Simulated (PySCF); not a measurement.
## Two runs on C$_{6}$H$_{15}$Al

System: C$_{6}$H$_{15}$Al (triethylaluminum).
Method of the first run: GIAO PBE0/pcSseg-1 NMR shielding, non-relativistic, gas phase (PySCF 2.14.0).

The geometry comes from this level: PBE0-D3(BJ)/def2-SVP. Text and figures count atoms from 1; the logs count them from 0 in places.

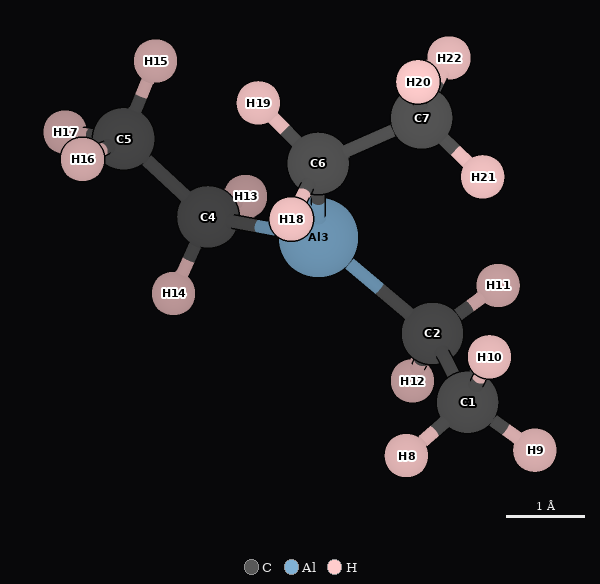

Fig. 1: The input geometry (ball-and-stick view, seen at a tilt; atoms are numbered from 1 in the order of the input). Sticks mark near contacts. Bond lengths as drawn: Al–C 1.97 Å, C–C 1.53 Å and C–H 1.10 to 1.11 Å.

### Input file, the first run
```
{"job": {"kind": "nmr", "xc": "PBE0", "basis": "pcSseg-1"}, "charge": 0, "multiplicity": 1}
C      2.808662     0.519815     0.723583
C      1.975575    -0.217848    -0.328143
Al     0.043903    -0.373673     0.050611
C     -0.891355    -2.068139    -0.328352
C     -2.395773    -2.117370    -0.065040
C     -0.913736     1.183736     0.796856
C     -0.591153     2.537008     0.156725
H      2.811568    -0.009119     1.691152
H      3.864040     0.635718     0.423991
H      2.419663     1.532248     0.920929
H      2.064526     0.308925    -1.299657
H      2.398145    -1.220908    -0.518449
H     -0.676389    -2.329812    -1.383134
H     -0.374025    -2.861769     0.245867
H     -2.940917    -1.367596    -0.661606
H     -2.633873    -1.907895     0.990704
H     -2.838193    -3.099227    -0.304171
H     -0.665254     1.222199     1.876500
H     -2.002097     0.996061     0.768393
H     -1.106395     3.375398     0.655418
H      0.487682     2.761441     0.187953
H     -0.888468     2.571227    -0.904654
```

The first line tells a small driver script what to run in PySCF; the rest is the geometry in Å.

Hardware: 1 CPU thread, shared host.

### Output (the first run)
```
coarse grid: 17440 points
cycle   1  E = -479.5055019470  dE =  1.188e-01  |g| = 6.034e-01  |ddm| = 3.888e+00
cycle   2  E = -479.4692441338  dE =  3.626e-02  |g| = 7.144e-01  |ddm| = 1.135e+00
cycle   3  E = -479.6051531734  dE = -1.359e-01  |g| = 2.545e-02  |ddm| = 6.265e-01
cycle   4  E = -479.6052859090  dE = -1.327e-04  |g| = 8.018e-03  |ddm| = 3.073e-02
cycle   5  E = -479.6052969099  dE = -1.100e-05  |g| = 4.579e-03  |ddm| = 1.156e-02
cycle   6  E = -479.6053023917  dE = -5.482e-06  |g| = 4.729e-04  |ddm| = 4.266e-03
final grid: 159720 points
cycle   7  E = -479.6466468901  dE = -3.169e-05  |g| = 9.506e-03  |ddm| = 2.411e-02
cycle   8  E = -479.6466368048  dE =  1.009e-05  |g| = 1.144e-02  |ddm| = 1.671e-02
cycle   9  E = -479.6466706343  dE = -3.383e-05  |g| = 2.849e-04  |ddm| = 8.986e-03
cycle  10  E = -479.6466706479  dE = -1.355e-08  |g| = 7.227e-05  |ddm| = 3.275e-04
cycle  11  E = -479.6466706488  dE = -8.847e-10  |g| = 3.439e-05  |ddm| = 9.130e-05
cycle  12  E = -479.6466706490  dE = -2.874e-10  |g| = 5.224e-06  |ddm| = 2.946e-05
converged SCF energy = -479.6466706490

GIAO shielding tensors (ppm)
atom      isotropic    diamagn.    paramagn.     s11        s22        s33       span
  0 C      174.289     244.769     -70.481    166.004    171.050    185.811     19.806
  1 C      179.374     254.253     -74.879    170.053    175.111    192.958     22.905
  2 Al     250.043     801.128    -551.085    203.450    223.420    323.257    119.807
  3 C      177.604     254.437     -76.833    160.253    182.247    190.313     30.060
  4 C      173.472     243.594     -70.122    166.224    169.494    184.697     18.474
  5 C      181.780     253.949     -72.169    170.182    176.401    198.759     28.577
  6 C      174.479     245.384     -70.905    166.330    171.158    185.950     19.620
  7 H       30.381      29.705       0.676     26.281     28.399     36.464     10.182
  8 H       29.869      27.115       2.754     24.677     27.328     37.602     12.925
  9 H       30.039      30.429      -0.390     24.782     30.074     35.259     10.477
 10 H       31.240      32.845      -1.605     27.735     29.397     36.588      8.853
 11 H       30.985      32.448      -1.463     26.207     30.104     36.644     10.437
 12 H       31.084      32.509      -1.425     26.409     30.418     36.424     10.015
 13 H       31.107      32.212      -1.106     26.319     30.305     36.695     10.376
 14 H       30.236      29.882       0.353     25.890     28.961     35.856      9.966
 15 H       30.287      29.618       0.669     26.105     28.944     35.813      9.709
 16 H       29.950      26.543       3.407     24.511     27.722     37.616     13.105
 17 H       31.308      32.574      -1.267     27.486     29.504     36.934      9.448
 18 H       30.590      32.925      -2.335     25.559     29.738     36.472     10.913
 19 H       29.829      27.602       2.227     24.664     27.318     37.505     12.841
 20 H       30.033      30.580      -0.548     24.763     29.931     35.403     10.640
 21 H       30.383      30.340       0.043     26.194     28.387     36.567     10.372
```

For the second run the input was changed thus:
```diff
-"xc": "PBE0"
+"xc": "B97-2"
+"pop": false
```

What does this change do to the results?

The total energies belong to different methods, so their difference says nothing on which is more stable or more accurate. The HOMO goes from −6.97 to −6.73 eV. Of all shieldings, the largest change is that of Al3, by +17.2 ppm. The functional changes from PBE0 to B97-2. The number of SCF iterations is the same.

### Output (the second run)
```
coarse grid: 17440 points
cycle   1  E = -479.8490634819  dE =  8.397e-02  |g| = 6.168e-01  |ddm| = 3.906e+00
cycle   2  E = -479.8030576846  dE =  4.601e-02  |g| = 7.498e-01  |ddm| = 1.207e+00
cycle   3  E = -479.9550989272  dE = -1.520e-01  |g| = 2.744e-02  |ddm| = 6.734e-01
cycle   4  E = -479.9552535438  dE = -1.546e-04  |g| = 8.287e-03  |ddm| = 3.418e-02
cycle   5  E = -479.9552653613  dE = -1.182e-05  |g| = 4.927e-03  |ddm| = 1.260e-02
cycle   6  E = -479.9552717407  dE = -6.379e-06  |g| = 6.165e-04  |ddm| = 4.782e-03
final grid: 159720 points
cycle   7  E = -479.9859576350  dE = -6.001e-05  |g| = 4.122e-03  |ddm| = 2.254e-02
cycle   8  E = -479.9859583658  dE = -7.308e-07  |g| = 2.391e-03  |ddm| = 4.890e-03
cycle   9  E = -479.9859590630  dE = -6.972e-07  |g| = 5.988e-04  |ddm| = 2.273e-03
cycle  10  E = -479.9859591536  dE = -9.052e-08  |g| = 1.134e-04  |ddm| = 5.809e-04
cycle  11  E = -479.9859591565  dE = -2.957e-09  |g| = 3.886e-05  |ddm| = 1.591e-04
cycle  12  E = -479.9859591569  dE = -4.048e-10  |g| = 6.592e-06  |ddm| = 4.213e-05
converged SCF energy = -479.9859591569

GIAO shielding tensors (ppm)
atom      isotropic    diamagn.    paramagn.     s11        s22        s33       span
  0 C      172.722     244.665     -71.943    164.482    169.300    184.385     19.903
  1 C      178.762     254.500     -75.738    169.694    174.550    192.043     22.349
  2 Al     267.255     801.510    -534.255    225.023    243.791    332.951    107.929
  3 C      177.158     254.679     -77.521    160.251    181.265    189.958     29.708
  4 C      171.883     243.453     -71.570    164.644    167.836    183.168     18.525
  5 C      181.007     254.223     -73.216    170.049    175.599    197.373     27.324
  6 C      172.901     245.312     -72.411    164.770    169.408    184.525     19.754
  7 H       30.491      29.889       0.602     26.475     28.534     36.464      9.989
  8 H       29.963      27.106       2.857     24.874     27.450     37.564     12.690
  9 H       30.142      30.673      -0.531     24.985     30.189     35.251     10.265
 10 H       31.372      33.098      -1.726     27.943     29.555     36.618      8.675
 11 H       31.128      32.615      -1.488     26.438     30.247     36.698     10.261
 12 H       31.216      32.710      -1.494     26.632     30.548     36.468      9.836
 13 H       31.236      32.387      -1.151     26.542     30.436     36.731     10.189
 14 H       30.342      30.099       0.243     26.070     29.099     35.857      9.787
 15 H       30.393      29.807       0.587     26.283     29.082     35.816      9.533
 16 H       30.042      26.492       3.549     24.713     27.839     37.574     12.861
 17 H       31.434      32.822      -1.388     27.702     29.664     36.936      9.234
 18 H       30.744      33.164      -2.421     25.806     29.891     36.534     10.729
 19 H       29.924      27.631       2.293     24.863     27.440     37.470     12.607
 20 H       30.136      30.818      -0.681     24.969     30.046     35.394     10.424
 21 H       30.491      30.573      -0.082     26.394     28.520     36.559     10.165
```

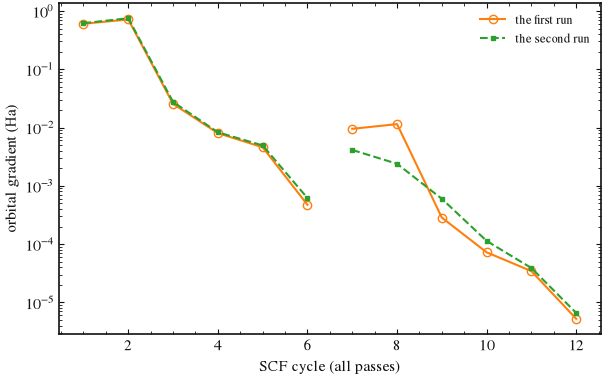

Fig. 2: Convergence of the two runs: orbital gradient against the SCF cycle. A break in a curve parts two SCF passes (coarse and final grid). The first run takes 12 cycles in all, and the second run takes 12.

### The two runs side by side

| quantity | the first run | the second run |
| --- | --- | --- |
| outcome | converged | converged |
| total energy (hartree) | −479.646671 | −479.985959 |
| HOMO (eV) | −6.97 | −6.73 |
| LUMO (eV) | −0.60 | −0.56 |
| dipole moment (D) | 0.15 | 0.15 |
| shielding of C1 (ppm) | 174.3 | 172.7 |
| shielding of C2 (ppm) | 179.4 | 178.8 |
| shielding of Al3 (ppm) | 250.0 | 267.3 |
| shielding of C4 (ppm) | 177.6 | 177.2 |
| shielding of C5 (ppm) | 173.5 | 171.9 |
| shielding of C6 (ppm) | 181.8 | 181.0 |
| shielding of C7 (ppm) | 174.5 | 172.9 |
| SCF iterations | 12 | 12 |
| basis functions | 201 | 201 |
| wall time (shared host) | 50 s | 46 s |
